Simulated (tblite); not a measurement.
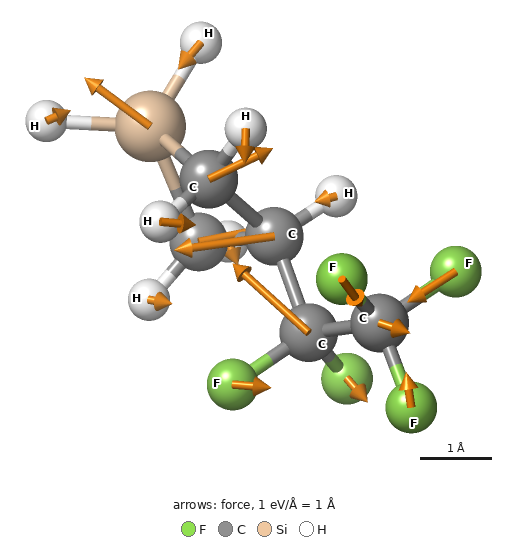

Starting geometry of C$_{5}$H$_{7}$F$_{5}$Si with the computed forces as orange arrows. The picture is a ball-and-stick view, seen from a free direction.

Level of theory: GFN2-xTB geometry optimisation, gas phase (tblite 0.8.0). 

Q: Is this structure relaxed? If not, where do the atoms go?

A: It isn't relaxed: the largest force vector, on a C atom, is 1.55 eV/Å. The final displacements have little in common with the starting forces (cosine between the two patterns 0.17). Over 73 geometry steps the energy falls by 7.53 kcal/mol. An H atom moves most after the best rigid fit: 0.56 Å. Largest moves by element: H 0.56 Å, C 0.25 Å, F 0.20 Å, Si 0.18 Å. Some distances before and after: C–C 1.581 → 1.542 Å, C–Si 1.884 → 1.915 Å, H–Si 1.490 → 1.461 Å, C–F 1.360 → 1.338 Å. Bond angles that change, for instance: C–C–C 94.6° → 100.0°, Si–C–H 115.1° → 120.1°, C–C–F 111.2° → 106.8°.
